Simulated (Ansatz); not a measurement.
# BNH (quartet): trial inputs and their diagnosis at scale of all distances = 1.749

3 inputs are run for BNH (quartet) as typed; the log has to tell whether the result can be used and what must change.

Program: Ansatz 0.2.0, Gaussian basis. Level of theory: the settings change from run to run. These are calculated values, not measurements.

22 further runs of the same task are left out: 16 that didn't finish, 6 set aside as unsound or not needed.

## Step 1: The geometry

The geometry derives from a PBE0/def2-TZVP stationary point (not a proven minimum). All distances are scaled together.

3 atoms, charge 0, spin multiplicity 4.

Atoms are counted from 1 here; the program's logs count them from 0.

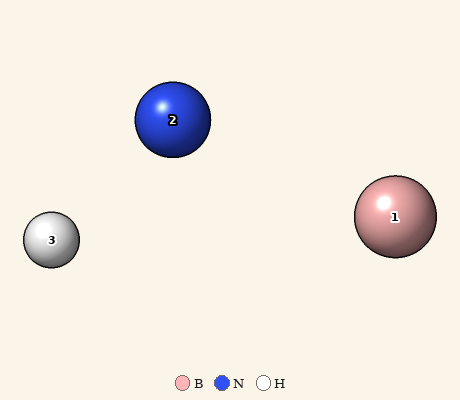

The structure; boron pink, nitrogen blue, hydrogen white; atoms are numbered from 1 in the order of the file.

As a file:

```xyz
3
BHN
B     0.0000    0.1395    1.5107
N     0.0000   -0.2057   -1.0283
H     0.0000    1.3625   -1.9146
```

## Step 2: Try 1

The input, in.yaml:

```yaml
crystal:
  periodic: [false, false, false]
  atoms:
    - {symbol: B, position_ang: [0.000000, 0.139486, 1.510743]}
    - {symbol: N, position_ang: [0.000000, -0.205712, -1.028284]}
    - {symbol: H, position_ang: [0.000000, 1.362549, -1.914576]}
basis:
  gaussian: {orbitals: 6-31G}
magnetization: {spin_polarized: false, initial_magnetization: 3}
correlation: {method: ccsd_t, frozen_orbitals: {B: 9}}
scf: {omitted_lower_state_checks: [cluster_reference]}
output: {forces: true}
```

The run is started by

```
> ansatz run in.yaml --threads 1 --pin off --events-out ev --progress --plain --max-ram 2393MiB
```

Standard output:

```text
Functional definition: HF
  name "HF"
  cite "Fock, Z. Phys. 61, 126 (1930) doi:10.1007/BF01340294"
  parent pbe
  exchange = exact_x
  correlation = 0
these checks for a lower state are left out or cut short: cluster_reference
Error: "frozen_orbitals" has no count for N
```

Run time: 0.06 s. Hardware: 1 thread of Arm Neoverse V1, shared host.

**Diagnosis.** The run was refused. The frozen-orbital counts are incomplete or too large. To mend it, leave frozen_orbitals out, or give each element a count that its core has.

## Step 3: Try 2

The input, in.yaml:

```yaml
crystal:
  periodic: [false, false, false]
  atoms:
    - {symbol: B, position_ang: [0.000000, 0.139486, 1.510743]}
    - {symbol: N, position_ang: [0.000000, -0.205712, -1.028284]}
    - {symbol: H, position_ang: [0.000000, 1.362549, -1.914576]}
basis:
  gaussian: {orbitals: STO-3G}
magnetization: {spin_polarized: false, initial_magnetization: 3}
correlation: {method: sc_nevpt2, electrons: outside_noble_gas, active_space: {window: {electrons: 5, orbitals: 5}, states: [{multiplicity: 4, weights: [0]}]}}
```

The command is unchanged.

Standard output:

```text
Error: set 0 asks for 1 states and needs as many positive weights; it has [0.0]
```

Run time: 0.03 s. Hardware: 1 thread of Arm Neoverse V1, shared host.

**Diagnosis.** The run was refused. The list of states asked for (weights, spin or count) can't be met. Cure: mend what the message names.

## Step 4: Try 3

The input, in.yaml:

```yaml
crystal:
  periodic: [false, false, false]
  atoms:
    - {symbol: B, position_ang: [0.000000, 0.073816, 0.799485]}
    - {symbol: N, position_ang: [0.000000, -0.108863, -0.544168]}
    - {symbol: H, position_ang: [0.000000, 0.721061, -1.013194]}
basis:
  gaussian: {orbitals: 6-31G, point_charges: [{charge: 0.50, position_ang: [4.572, 0.403, -0.119]}]}
magnetization: {spin_polarized: false, initial_magnetization: 3}
correlation: {method: fic_mrcisd_q_relaxed, electrons: all, active_space: {window: {electrons: 9, orbitals: 7}, states: [{multiplicity: 4, weights: [1, 0.5, 1, 1]}], root: 3}}
```

Launched as before.

Standard output (excerpt; [...] marks lines left out):

```text
Functional definition: HF
  name "HF"
  cite "Fock, Z. Phys. 61, 126 (1930) doi:10.1007/BF01340294"
  parent pbe
[...]
462 factors; integrals over basis functions are off by at most 1.1e-7 eV
[...]
mean field -2162.71739874 eV, -79.4783984612 hartree, gradient 9.2e-6 eV, S^2 3.750000; 8 other end points of the search recorded, 0 dependent functions left out
reference -2162.71739874 eV, -79.4783984612 hartree; 8, 5 occupied and 12, 15 virtual orbitals, 462 factors
state -2162.93521194 eV, -79.4864029486 hartree
state -2162.86804653 eV, -79.4839346652 hartree
state -2162.24015834 eV, -79.4608602000 hartree
state -2161.32896795 eV, -79.4273745708 hartree
contracted CI cycle   1: correlation 0.00000000 eV, 0.0000000000 hartree, residual 1.56e1 eV
contracted CI cycle   2: correlation -2.79767226 eV, -0.1028125593 hartree, residual 2.90e0 eV
[...]
contracted CI cycle  47: correlation -2.86265618 eV, -0.1052006743 hartree, residual 2.17e-3 eV
contracted CI cycle  48: correlation -2.86265639 eV, -0.1052006820 hartree, residual 2.64e-3 eV
contracted CI cycle  49: correlation -2.86265662 eV, -0.1052006904 hartree, residual 2.44e-3 eV
contracted CI cycle  50: correlation -2.86265691 eV, -0.1052007010 hartree, residual 3.06e-3 eV
contracted CI cycle  51: correlation -2.86265742 eV, -0.1052007199 hartree, residual 4.59e-3 eV
contracted CI cycle  52: correlation -2.86273259 eV, -0.1052034824 hartree, residual 4.13e-1 eV
contracted CI cycle  53: correlation -2.86265543 eV, -0.1052006465 hartree, residual 4.58e-3 eV
contracted CI cycle  54: correlation -2.86265578 eV, -0.1052006594 hartree, residual 1.70e-3 eV
contracted CI cycle  55: correlation -2.86265584 eV, -0.1052006616 hartree, residual 9.32e-4 eV
state -2161.32896795 eV, -79.4273745708 hartree; corrected -2164.31652656 eV, -79.5371653246 hartree
Total energy: -2164.31652656 eV, -79.5371653246 hartree
```

Wall time 6.5 s (1 thread of Arm Neoverse V1, shared host).

Diagnosis: The run converged, which proves nothing about the input. The coordinates are scaled by the bohr-ångström factor. The shortest distance is 0.95 Å, against 1.80 Å in the geometry of step 1. Its energy belongs to another geometry. To mend it, restore the coordinates in ångström.

## Step 5: How the runs ended

| try | level | ended | cause | time |
| --- | --- | --- | --- | --- |
| 1 | CCSD(T) on ROHF/6-31G | refused | the frozen-orbital counts are incomplete or too large | 0.06 s |
| 2 | NEVPT2(5,5)/STO-3G | refused | the list of states asked for (weights, spin or count) can't be met | 0.03 s |
| 3 | MRCISD+Q(relaxed)(9,7)/6-31G | converged | the coordinates are scaled by the bohr-ångström factor | 6.5 s |

2 refused, 1 converged. The input that converges on a wrong geometry or spin is the dangerous one: no error points at it, so geometry and ⟨S²⟩ have to be checked.
